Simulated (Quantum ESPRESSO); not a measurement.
# Energy and gap at +3 % biaxial strain: tetragonal PbO, 1 layer

**Set-up.** Quantum ESPRESSO 7.5 driven by ASE, PBE, GBRV ultrasoft, ESM (bc1); atomic heights clamped; cell area 16.398 Å² at zero strain.

```tsv
strain (%)	energy (meV a cell)	gap on the mesh (eV)
−3	82.31	2.757
−1.5	18.50	2.623
0	0.00	2.494
+1.5	22.27	2.380
```

One more run was made and is withheld. What are energy and gap at +3 %, and how stiff is the sheet?

By hand: About zero, E'' = (18.50 + 22.27 − 2 × 0.00)/1.5² = 18.12 meV per %² and E' = (22.27 − 18.50)/3 = 1.26 meV per %. With E = A K ε², where K = (C11 + C22)/2 + C12 (C11 + C12 for a hexagonal sheet), K = 18.12 × 10/(2 × 16.398) × 16.02 = 89 N/m. The parabola gives E(+3 %) = 0.00 + 3 × (1.26) + 4.5 × 18.12 = 85.3 meV. Continuing the last slope, the gap is 2 × 2.380 − 2.494 = 2.266 eV.

What the calculation gave: E = 80.6 meV and the gap 2.281 eV. The parabola misses by +4.7 meV, too high, since bonds soften under tension. The gap's line misses by −0.015 eV.

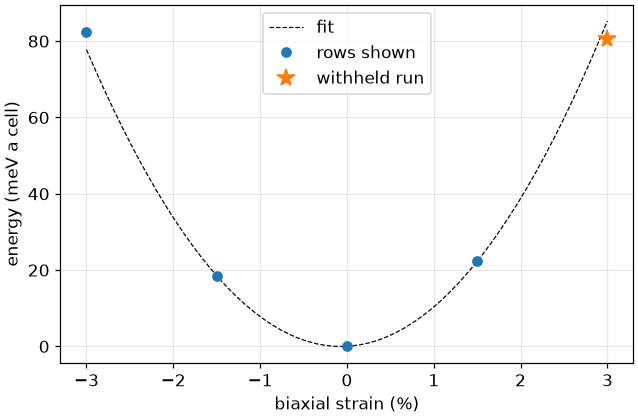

The rows shown, the fit and the withheld run.

**Limits.** Clamped heights stiffen sheets with several planes. Semilocal gap, no spin-orbit coupling.

[Logs are printed without paths, hosts, clocks, repeated set-up lines and the standing remarks that a program may print on its own settings, such as how far it seeks lower states.]
